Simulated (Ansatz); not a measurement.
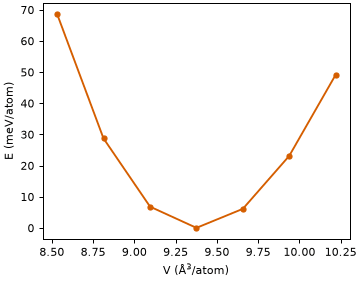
*GaN (rock salt, space group No. 225) under volume change, plane-wave PAW r²SCAN (Ansatz code), scaled uniformly.*

Q: What does a third-order Birch–Murnaghan fit give for V₀, B₀ and B′?

A: V₀ = 9.38 Å³/atom, B₀ = 243 GPa, B′ = 4.5.

Space group Fm-3m (rock salt). This is a known high-pressure phase of the composition, computed here at zero pressure and temperature. The cell was relaxed with r²SCAN under the symmetry of its start; phonons on a q-mesh show no instability.

Potentials: the earlier of the program's two PAW sets.
